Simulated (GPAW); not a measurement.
Band structure of SrMg2 (Fd-3m, 6 atoms in the cell).

```xyz
6
Lattice="0.0000 4.5448 4.5448 4.5448 0.0000 4.5448 4.5448 4.5448 0.0000" Properties=species:S:1:pos:R:3 pbc="T T T"
Sr     4.5448     4.5448     4.5448
Sr     6.8171     6.8171     6.8171
Mg     3.4086     3.4086     1.1362
Mg     3.4086     1.1362     3.4086
Mg     1.1362     1.1362     1.1362
Mg     1.1362     3.4086     3.4086
```

Computed with PBEsol, GPAW PAW datasets PBEsol (made by gpaw-setup) (plane waves; GPAW).

Settings: mode = pw; ecut = 850 eV; xc = PBEsol; kpts = 4 4 4; mesh shift (steps) = 0 0 0; occupations.name = methfessel-paxton; occupations.width = 0.05 eV; occupations.order = 0; nbands = -12; symmetry.symmorphic = false; symmetry.tolerance = 0.0005; maxiter = 150; bandpath_npoints = 40.

The starting cell comes from a database of computed structures (which also holds hypothetical and non-ambient phases and stackings), without a prior relaxation at this level.

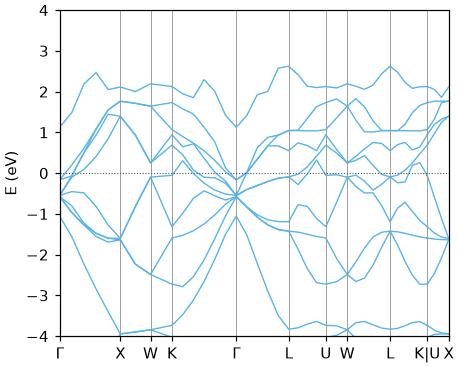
*Bands along the path, energies from the Fermi level.*

Levels in eV from the Fermi level, bands 27 to 34:
| point | 27 | 28 | 29 | 30 | 31 | 32 | 33 | 34 |
|---|---|---|---|---|---|---|---|---|
| Γ | -0.58 | -0.58 | -0.58 | -0.55 | -0.55 | -0.55 | -0.16 | -0.16 |
| X | -1.64 | -1.64 | -1.60 | -1.60 | 1.40 | 1.40 | 1.76 | 1.76 |
| W | -2.49 | -2.49 | -0.10 | -0.10 | 0.25 | 0.25 | 1.64 | 1.64 |
| K | -2.73 | -1.59 | -1.32 | -0.05 | 0.68 | 0.94 | 1.07 | 1.73 |
| L | -1.43 | -1.43 | -1.20 | -0.09 | -0.09 | 0.55 | 1.04 | 1.04 |
| U | -2.73 | -1.59 | -1.32 | -0.05 | 0.68 | 0.94 | 1.07 | 1.73 |

Bands cross the Fermi level along this path, so the cell is metallic at this level.
